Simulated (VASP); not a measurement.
# SiO2 (Quartz): convergence with the smearing and k-mesh, part 3 of 4

Aim: find what the smearing and k-mesh change for SiO2 (Quartz), and what they cost. The series runs use r2SCAN. The start is a cell from a database of measured crystal structures.

VASP 6.6.1; r2SCAN; plane waves and PAW (Si, O).

So far. Step 11 (Smearing: ISMEAR = 1, SIGMA = 0.5): Against the run before the energy at zero width moves by +1.69 meV an atom and the pressure by -0.05 GPa, after 13 cycles in 42 s. The entropy term T·S comes to 9.55 meV an atom in size. Step 12 (Smearing: ISMEAR = -5): Against the first of the series the energy at zero width stays within 0.01 meV an atom and the pressure within 0.01 GPa, after 13 cycles in 51 s.

## (13) The smearing series as a table

This step: convergence of r2SCAN results with the smearing; plane waves and PAW (VASP 6.6.1).

No new run; the numbers come from the runs before.

Differences are taken from the run with ISMEAR = 0, SIGMA = 0.01. Results of the series, by row:

| setting | status | energy less the reference (meV/atom) | pressure (GPa) | largest force difference (meV/Å) | gap (eV) | SCF cycles | wall time (s) |
| --- | --- | --- | --- | --- | --- | --- | --- |
| ISMEAR = 0, SIGMA = 0.01 | converged | 0 | 1.87 | 0 | 6.657 | 13 | 43 |
| ISMEAR = 0, SIGMA = 0.05 | converged | 0 | 1.87 | 0 | 6.657 | 13 | 42 |
| ISMEAR = 0, SIGMA = 0.1 | converged | 0 | 1.87 | 0 | 6.657 | 13 | 42 |
| ISMEAR = 0, SIGMA = 0.2 | converged | 0 | 1.87 | 0 | 6.657 | 13 | 43 |
| ISMEAR = 0, SIGMA = 0.5 | converged | 0 | 1.87 | 0 | 6.657 | 13 | 42 |
| ISMEAR = 1, SIGMA = 0.01 | converged | 0 | 1.87 | 0 | 6.657 | 13 | 41 |
| ISMEAR = 1, SIGMA = 0.05 | converged | 0.009207 | 1.87 | 1.094 | 6.657 | 13 | 42 |
| ISMEAR = 1, SIGMA = 0.1 | converged | 0.06487 | 1.867 | 1.443 | 6.657 | 13 | 42 |
| ISMEAR = 1, SIGMA = 0.2 | converged | 0.3295 | 1.856 | 3.064 | 6.657 | 13 | 42 |
| ISMEAR = 1, SIGMA = 0.5 | converged | 2.017 | 1.807 | 5.079 | 6.658 | 13 | 42 |
| ISMEAR = -5 | converged | 0 | 1.87 | 0 | 6.657 | 13 | 51 |

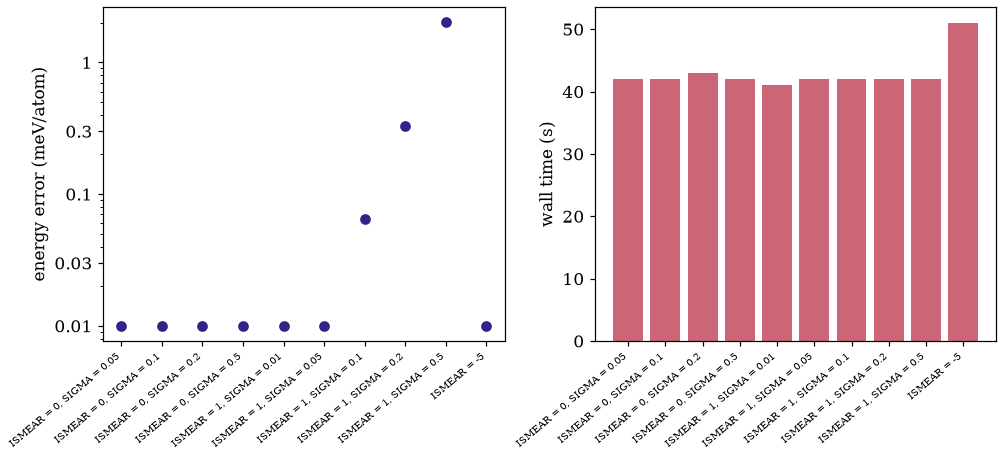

The energy error in size, against the reference run (errors under 0.01 are drawn at 0.01), and the wall time by setting.

## (14) K-mesh: 2 2 1

This step: r2SCAN; plane waves and PAW (Si, O) (VASP 6.6.1).

The sum over the zone converges with the mesh, fast for insulators and slowly for metals.

INCAR

```
SYSTEM = SiO2
PREC = Accurate
ENCUT = 520
EDIFF = 1E-06
NELM = 100
ISMEAR = -1
SIGMA = 0.05
LREAL = .FALSE.
ALGO = Normal
METAGGA = R2SCAN
LASPH = .TRUE.
NBANDS = 33
LORBIT = 11
LWAVE = .FALSE.
LCHARG = .FALSE.
NCORE = 8
ISIF = 2
```

POSCAR

```
SiO2
1.0
    4.9158000000      0.0000000000      0.0000000000
   -2.4579000000      4.2572076799      0.0000000000
    0.0000000000      0.0000000000      5.4091000000
Si O
3 6
Direct
    0.5303000000      0.0000000000      0.3333333333
    0.0000000000      0.5303000000      0.6666666667
    0.4697000000      0.4697000000      0.0000000000
    0.1462000000      0.4142000000      0.8810000000
    0.5858000000      0.7320000000      0.2143333333
    0.2680000000      0.8538000000      0.5476666667
    0.4142000000      0.1462000000      0.1190000000
    0.7320000000      0.5858000000      0.7856666667
    0.8538000000      0.2680000000      0.4523333333
```

KPOINTS

```
Automatic mesh
0
Gamma
2 2 1
0 0 0
```

PAW data sets: Si and O (PBE family, release 64).

Run with:

```
$ mpirun -np 8 vasp_std
```

The log of the run:

```text
[banner, memory and clock lines left out]
running    8 mpi-ranks, on    1 nodes
 distrk:  each k-point on    8 cores,    1 groups
 distr:  one band on    8 cores,    1 groups

 POSCAR found type information on POSCAR SiO
 POSCAR found :  2 types and       9 ions
 [... a notice as in an earlier step ...]

 [... a notice as in an earlier step ...]

 LDA part: xc-table for (None), standard interpolation
 POSCAR, INCAR and KPOINTS ok, starting setup
 FFT: planning ... GRIDC
 FFT: planning ... GRID_SOFT
 FFT: planning ... GRID
 WAVECAR not read
 entering main loop
       N       E                     dE             d eps       ncg     rms          rms(c)
DAV:   1     0.244000119945E+03    0.24400E+03   -0.25531E+04   140   0.135E+03
DAV:   2    -0.956638725986E+02   -0.33966E+03   -0.32981E+03   168   0.320E+02
DAV:   3    -0.112983377260E+03   -0.17320E+02   -0.17247E+02   168   0.740E+01
DAV:   4    -0.113163809510E+03   -0.18043E+00   -0.18024E+00   168   0.844E+00
DAV:   5    -0.113166636949E+03   -0.28274E-02   -0.28261E-02   168   0.104E+00    0.262E+01
DAV:   6    -0.889430944333E+02    0.24224E+02   -0.20713E+01   160   0.238E+01    0.150E+01
DAV:   7    -0.893257140032E+02   -0.38262E+00   -0.32100E+00   168   0.920E+00    0.538E+00
DAV:   8    -0.894251265718E+02   -0.99413E-01   -0.23896E-01   160   0.332E+00    0.170E+00
DAV:   9    -0.894446488229E+02   -0.19522E-01   -0.92935E-02   168   0.169E+00    0.499E-01
DAV:  10    -0.894451876420E+02   -0.53882E-03   -0.33727E-03   160   0.355E-01    0.186E-01
DAV:  11    -0.894456485945E+02   -0.46095E-03   -0.50909E-04   168   0.165E-01    0.485E-02
DAV:  12    -0.894456386089E+02    0.99857E-05   -0.22442E-05   160   0.320E-02    0.248E-02
DAV:  13    -0.894456376506E+02    0.95831E-06   -0.58919E-06   168   0.141E-02
   1 F= -.89445638E+02 E0= -.89445638E+02  d E =-.111676E-10
```

Run time: 8.8 s. Hardware: 8 MPI ranks of AMD EPYC 7R43, shared host; peak memory 0.79 GiB.

From OUTCAR (step 14):

```text
   k-points           NKPTS =      2   k-points in BZ     NKDIM =      2   number of bands    NBANDS=     33

   NELECT =      48.0000    total number of electrons

 E-fermi :   1.8860

 k-point     1 :       0.0000    0.0000    0.0000
  band No.  band energies     occupation
    ...
     20      -0.3932      2.00000
     21      -0.3932      2.00000
     22      -0.0699      2.00000
     23       0.3107      2.00000
     24       0.3107      2.00000
     25       7.2744      0.00000
     26      10.7267      0.00000
     27      10.7267      0.00000
     28      11.2486      0.00000
     29      11.2487      0.00000
    ...

  Total        1.3579507      1.3579507      0.5616995      0.0000000      0.0000000      0.0000000
  in kB       19.2198738     19.2198738      7.9500631      0.0000000      0.0000000      0.0000000
  external PRESSURE =      15.4632702 kB  Pullay stress =       0.0000000 kB

 POSITION                                       TOTAL-FORCE (eV/Angst)
 -----------------------------------------------------------------------------------
      2.60685      0.00000      1.80303         0.009785     -0.000000     -0.000000
     -1.30342      2.25760      3.60607        -0.004892      0.008474      0.000000
      1.15448      1.99961      0.00000        -0.004892     -0.008474      0.000000
     -0.29937      1.76334      4.76542         0.005199     -0.083866      0.026284
      1.08049      3.11628      1.15935         0.070031      0.046435      0.026284
     -0.78112      3.63480      2.96238        -0.075229      0.037431      0.026284
      1.67678      0.62240      0.64368        -0.075229     -0.037431     -0.026284
      2.15853      2.49387      4.24975         0.005199      0.083866     -0.026284
      3.53839      1.14093      2.44672         0.070031     -0.046435     -0.026284
 -----------------------------------------------------------------------------------
    total drift:                                0.000026      0.000045     -0.000000

  FREE ENERGIE OF THE ION-ELECTRON SYSTEM (eV)
  ---------------------------------------------------
  free  energy   TOTEN  =       -89.4456376506 eV

  energy  without entropy=      -89.4456376505  energy(sigma->0) =      -89.44563765

[... 7 parts as in an earlier step ...]

[... 5 further parts left out ...]
```

This step gave:

```
irreducible k-points           : 2
free energy (TOTEN)            : -89.4456 eV
Fermi energy                   : 1.886 eV
pressure                       : 1.546 GPa
valence top at k               : 0.5, 0, 0
gap on the k-mesh              : 6.685 eV
least direct gap on the k-mesh : 6.964 eV
```

The series starts at -9.9384 eV an atom and 1.55 GPa, after 13 cycles in 8.8 s.

## (15) K-mesh: 2 2 2

INCAR is that of step 14.

POSCAR is that of step 14.

KPOINTS

```
Automatic mesh
0
Gamma
2 2 2
0 0 0
```

Run with:

```
$ mpirun -np 8 vasp_std
```

The log of the run:

```text
[... set-up lines as in an earlier step ...]
 entering main loop
       N       E                     dE             d eps       ncg     rms          rms(c)
DAV:   1     0.237001142697E+03    0.23700E+03   -0.25707E+04   272   0.137E+03
DAV:   2    -0.966019273997E+02   -0.33360E+03   -0.31918E+03   342   0.317E+02
DAV:   3    -0.112992531367E+03   -0.16391E+02   -0.16332E+02   336   0.724E+01
DAV:   4    -0.113160607433E+03   -0.16808E+00   -0.16794E+00   328   0.818E+00
[...]
DAV:  11    -0.894179375113E+02   -0.43443E-03   -0.44077E-04   320   0.155E-01    0.493E-02
DAV:  12    -0.894179278998E+02    0.96115E-05   -0.19458E-05   320   0.294E-02    0.247E-02
DAV:  13    -0.894179269117E+02    0.98809E-06   -0.58279E-06   328   0.139E-02
   1 F= -.89417927E+02 E0= -.89417927E+02  d E =-.759718E-10
```

The job ended after 12 s (8 MPI ranks; peak memory 0.84 GiB; 74 s of CPU time).

OUTCAR, selected parts (step 15):

```text
  Total        1.2848077      1.2848077      1.3493039      0.0000000      0.0000000      0.0000000
  in kB       18.1846380     18.1846380     19.0974910      0.0000000      0.0000000      0.0000000
  external PRESSURE =      18.4889224 kB  Pullay stress =       0.0000000 kB

 POSITION                                       TOTAL-FORCE (eV/Angst)
 -----------------------------------------------------------------------------------
      2.60685      0.00000      1.80303         0.014723      0.000000      0.000000
     -1.30342      2.25760      3.60607        -0.007362      0.012751      0.000000
      1.15448      1.99961      0.00000        -0.007362     -0.012751      0.000000
     -0.29937      1.76334      4.76542        -0.052856     -0.100844      0.047465
      1.08049      3.11628      1.15935         0.113762      0.004647      0.047465
     -0.78112      3.63480      2.96238        -0.060905      0.096197      0.047465
      1.67678      0.62240      0.64368        -0.060905     -0.096197     -0.047465
      2.15853      2.49387      4.24975        -0.052856      0.100844     -0.047465
      3.53839      1.14093      2.44672         0.113762     -0.004647     -0.047465
 -----------------------------------------------------------------------------------
    total drift:                                0.000027      0.000046     -0.000000

  FREE ENERGIE OF THE ION-ELECTRON SYSTEM (eV)
  ---------------------------------------------------
  free  energy   TOTEN  =       -89.4179269117 eV

  energy  without entropy=      -89.4179269116  energy(sigma->0) =      -89.41792691

[... 1 part as in an earlier step ...]

[... 2 further parts left out ...]
[key lines of the parts left out:]
E-fermi :   1.7645
```

Against the run before the energy moves by +3.08 meV an atom and the pressure by +0.30 GPa, after 13 cycles in 12 s.

## (16) K-mesh: 3 3 2

INCAR: that of step 15 with these lines changed.

```diff
@@ -15,3 +15,4 @@
 LCHARG = .FALSE.
-NCORE = 8
+KPAR = 2
+NCORE = 4
 ISIF = 2
```

POSCAR is that of step 15.

KPOINTS

```
Automatic mesh
0
Gamma
3 3 2
0 0 0
```

Run with:

```
$ mpirun -np 8 vasp_std
```

The log of the run:

```text
[banner, memory and clock lines left out]
running    8 mpi-ranks, on    1 nodes
[...]
[... a notice as in an earlier step ...]

 LDA part: xc-table for (None), standard interpolation
 POSCAR, INCAR and KPOINTS ok, starting setup
[...]
entering main loop
       N       E                     dE             d eps       ncg     rms          rms(c)
DAV:   1     0.258513396755E+03    0.25851E+03   -0.25663E+04   396   0.137E+03
DAV:   2    -0.948677107611E+02   -0.35338E+03   -0.34124E+03   516   0.318E+02
DAV:   3    -0.112976695852E+03   -0.18109E+02   -0.18036E+02   503   0.769E+01
DAV:   4    -0.113163039393E+03   -0.18634E+00   -0.18620E+00   488   0.866E+00
[...]
DAV:  11    -0.894227128327E+02   -0.40972E-03   -0.40011E-04   464   0.147E-01    0.452E-02
DAV:  12    -0.894227049791E+02    0.78536E-05   -0.17165E-05   496   0.278E-02    0.220E-02
DAV:  13    -0.894227045132E+02    0.46581E-06   -0.44468E-06   432   0.125E-02
   1 F= -.89422705E+02 E0= -.89422705E+02  d E =-.658561E-10
```

Run time: 15 s. Hardware: 8 MPI ranks; peak memory 0.95 GiB; 92 s of CPU time.

From OUTCAR (step 16):

```text
  Total        1.3110580      1.3110580      1.3418166      0.0000000      0.0000000      0.0000000
  in kB       18.5561733     18.5561733     18.9915187      0.0000000      0.0000000      0.0000000
  external PRESSURE =      18.7012885 kB  Pullay stress =       0.0000000 kB

 POSITION                                       TOTAL-FORCE (eV/Angst)
 -----------------------------------------------------------------------------------
      2.60685      0.00000      1.80303         0.015439     -0.000000      0.000000
     -1.30342      2.25760      3.60607        -0.007720      0.013371      0.000000
      1.15448      1.99961      0.00000        -0.007720     -0.013371      0.000000
     -0.29937      1.76334      4.76542        -0.054333     -0.094299      0.051461
      1.08049      3.11628      1.15935         0.108832      0.000096      0.051461
     -0.78112      3.63480      2.96238        -0.054499      0.094203      0.051461
      1.67678      0.62240      0.64368        -0.054499     -0.094203     -0.051461
      2.15853      2.49387      4.24975        -0.054333      0.094299     -0.051461
      3.53839      1.14093      2.44672         0.108832     -0.000096     -0.051461
 -----------------------------------------------------------------------------------
    total drift:                                0.000026      0.000046     -0.000000

  FREE ENERGIE OF THE ION-ELECTRON SYSTEM (eV)
  ---------------------------------------------------
  free  energy   TOTEN  =       -89.4227045132 eV

  energy  without entropy=      -89.4227045132  energy(sigma->0) =      -89.42270451

[... 1 part as in an earlier step ...]

[... 2 further parts left out ...]
[key lines of the parts left out:]
E-fermi :   1.7639
```

Against the run before the energy moves by -0.53 meV an atom and the pressure by +0.02 GPa, after 13 cycles in 15 s.

## (17) K-mesh: 4 4 3

INCAR: that of step 16 with these lines changed.

```diff
@@ -15,4 +15,4 @@
 LCHARG = .FALSE.
-KPAR = 2
-NCORE = 4
+KPAR = 4
+NCORE = 2
 ISIF = 2
```

POSCAR is that of step 16.

KPOINTS

```
Automatic mesh
0
Gamma
4 4 3
0 0 0
```

Run with:

```
$ mpirun -np 8 vasp_std
```

The log of the run:

```text
[banner, memory and clock lines left out]
running    8 mpi-ranks, on    1 nodes
[...]
[... a notice as in an earlier step ...]

 LDA part: xc-table for (None), standard interpolation
 POSCAR, INCAR and KPOINTS ok, starting setup
[...]
entering main loop
       N       E                     dE             d eps       ncg     rms          rms(c)
DAV:   1     0.261572924251E+03    0.26157E+03   -0.25722E+04   594   0.137E+03
DAV:   2    -0.934787091740E+02   -0.35505E+03   -0.34184E+03   756   0.319E+02
DAV:   3    -0.112957774973E+03   -0.19479E+02   -0.19398E+02   756   0.784E+01
DAV:   4    -0.113163223012E+03   -0.20545E+00   -0.20520E+00   748   0.900E+00
[...]
DAV:  11    -0.894233115742E+02   -0.39930E-03   -0.38800E-04   692   0.145E-01    0.433E-02
DAV:  12    -0.894233047316E+02    0.68425E-05   -0.15437E-05   748   0.266E-02    0.213E-02
DAV:  13    -0.894233043400E+02    0.39166E-06   -0.41725E-06   660   0.121E-02
   1 F= -.89423304E+02 E0= -.89423304E+02  d E =-.611863E-10
```

Run time: 25 s. Hardware: 8 MPI ranks; peak memory 1.3 GiB.

Parts of OUTCAR (step 17):

```text
  Total        1.3118537      1.3118537      1.3428429      0.0000000     -0.0000000      0.0000000
  in kB       18.5674361     18.5674361     19.0060438      0.0000000     -0.0000000      0.0000000
  external PRESSURE =      18.7136387 kB  Pullay stress =       0.0000000 kB

 POSITION                                       TOTAL-FORCE (eV/Angst)
 -----------------------------------------------------------------------------------
      2.60685      0.00000      1.80303         0.015248      0.000000     -0.000000
     -1.30342      2.25760      3.60607        -0.007624      0.013205      0.000000
      1.15448      1.99961      0.00000        -0.007624     -0.013205      0.000000
     -0.29937      1.76334      4.76542        -0.054347     -0.094390      0.051432
      1.08049      3.11628      1.15935         0.108918      0.000129      0.051432
     -0.78112      3.63480      2.96238        -0.054571      0.094261      0.051432
      1.67678      0.62240      0.64368        -0.054571     -0.094261     -0.051432
      2.15853      2.49387      4.24975        -0.054347      0.094390     -0.051432
      3.53839      1.14093      2.44672         0.108918     -0.000129     -0.051432
 -----------------------------------------------------------------------------------
    total drift:                                0.000027      0.000046     -0.000000

  FREE ENERGIE OF THE ION-ELECTRON SYSTEM (eV)
  ---------------------------------------------------
  free  energy   TOTEN  =       -89.4233043400 eV

  energy  without entropy=      -89.4233043399  energy(sigma->0) =      -89.42330434

[... 1 part as in an earlier step ...]

[... 2 further parts left out ...]
[key lines of the parts left out:]
E-fermi :   1.7638
```

Against the run before the energy moves by -0.07 meV an atom while the pressure stays within 0.01 GPa, after 13 cycles in 25 s.

## (18) K-mesh: 5 5 4

INCAR: that of step 17 with these lines changed.

```diff
@@ -15,4 +15,3 @@
 LCHARG = .FALSE.
-KPAR = 4
-NCORE = 2
+KPAR = 8
 ISIF = 2
```

POSCAR is that of step 17.

KPOINTS

```
Automatic mesh
0
Gamma
5 5 4
0 0 0
```

Run with:

```
$ mpirun -np 8 vasp_std
```

The log of the run:

```text
[... set-up lines as in an earlier step ...]
 entering main loop
       N       E                     dE             d eps       ncg     rms          rms(c)
DAV:   1     0.252835347733E+03    0.25284E+03   -0.26075E+04  1122   0.138E+03
DAV:   2    -0.945293682329E+02   -0.34736E+03   -0.33535E+03  1440   0.314E+02
[... 5 cycles as in an earlier step ...]
DAV:   8    -0.894017846200E+02   -0.10161E+00   -0.19886E-01  1364   0.310E+00    0.165E+00
[... 4 cycles as in an earlier step ...]
DAV:  13    -0.894230516265E+02    0.36012E-06   -0.40628E-06  1260   0.120E-02
   1 F= -.89423052E+02 E0= -.89423052E+02  d E =-.598538E-10
```

The job ended after 54 s (8 MPI ranks; peak memory 2 GiB).

OUTCAR, selected parts (step 18):

```text
  Total        1.3110674      1.3110674      1.3421738      0.0000000     -0.0000000      0.0000000
  in kB       18.5563073     18.5563073     18.9965748      0.0000000     -0.0000000      0.0000000
  external PRESSURE =      18.7030631 kB  Pullay stress =       0.0000000 kB

[... 5 parts as in an earlier step ...]

[... 1 further part left out ...]
[key lines of the parts left out:]
E-fermi :   1.7638
```

Against the run before the energy moves by +0.03 meV an atom while the pressure stays within 0.01 GPa, after 13 cycles in 54 s.

## (19) K-mesh: 6 6 5

INCAR is that of step 18.

POSCAR is that of step 18.

KPOINTS

```
Automatic mesh
0
Gamma
6 6 5
0 0 0
```

Run with:

```
$ mpirun -np 8 vasp_std
```

The log of the run:

```text
[... set-up lines as in an earlier step ...]
 entering main loop
       N       E                     dE             d eps       ncg     rms          rms(c)
DAV:   1     0.252766619793E+03    0.25277E+03   -0.25949E+04  1782   0.138E+03
DAV:   2    -0.948838679299E+02   -0.34765E+03   -0.33560E+03  2311   0.316E+02
DAV:   3    -0.112976076702E+03   -0.18092E+02   -0.18019E+02  2236   0.764E+01
DAV:   4    -0.113163479763E+03   -0.18740E+00   -0.18724E+00  2228   0.870E+00
[...]
DAV:  11    -0.894231996382E+02   -0.39959E-03   -0.38586E-04  2116   0.145E-01    0.432E-02
DAV:  12    -0.894231927928E+02    0.68454E-05   -0.15603E-05  2252   0.267E-02    0.211E-02
DAV:  13    -0.894231924811E+02    0.31172E-06   -0.40094E-06  1996   0.119E-02
   1 F= -.89423192E+02 E0= -.89423192E+02  d E =-.574417E-10
```

Wall time 68 s (8 MPI ranks); peak memory 2.2 GiB.

From OUTCAR (step 19):

```text
  Total        1.3118297      1.3118297      1.3423739     -0.0000000      0.0000000      0.0000000
  in kB       18.5670965     18.5670965     18.9994063     -0.0000000      0.0000000      0.0000000
  external PRESSURE =      18.7111998 kB  Pullay stress =       0.0000000 kB

 POSITION                                       TOTAL-FORCE (eV/Angst)
 -----------------------------------------------------------------------------------
      2.60685      0.00000      1.80303         0.015255     -0.000000     -0.000000
     -1.30342      2.25760      3.60607        -0.007627      0.013211     -0.000000
      1.15448      1.99961      0.00000        -0.007627     -0.013211     -0.000000
     -0.29937      1.76334      4.76542        -0.054335     -0.094380      0.051436
      1.08049      3.11628      1.15935         0.108903      0.000134      0.051436
     -0.78112      3.63480      2.96238        -0.054568      0.094246      0.051436
      1.67678      0.62240      0.64368        -0.054568     -0.094246     -0.051436
      2.15853      2.49387      4.24975        -0.054335      0.094380     -0.051436
      3.53839      1.14093      2.44672         0.108903     -0.000134     -0.051436
 -----------------------------------------------------------------------------------
    total drift:                                0.000027      0.000046     -0.000000

  FREE ENERGIE OF THE ION-ELECTRON SYSTEM (eV)
  ---------------------------------------------------
  free  energy   TOTEN  =       -89.4231924811 eV

  energy  without entropy=      -89.4231924811  energy(sigma->0) =      -89.42319248

[... 1 part as in an earlier step ...]

[... 2 further parts left out ...]
[key lines of the parts left out:]
E-fermi :   1.7638
```

Against the run before the energy moves by -0.02 meV an atom while the pressure stays within 0.01 GPa, after 13 cycles in 68 s.

[end of part 3 of 4]

[Lines on the potential files, build, host, timing and source positions are cut from VASP's logs without a mark.]

[Logs are printed without paths, hosts, clocks, repeated set-up lines and the standing remarks that a program may print on its own settings, such as how far it seeks lower states.]

[Hosts, paths, dates, database ids (printed as entryN), source tags and the programs' standing remarks are cut or masked in the printed files.]

[A measured line is paired with the nearest computed mode of its activity, which favours agreement.]
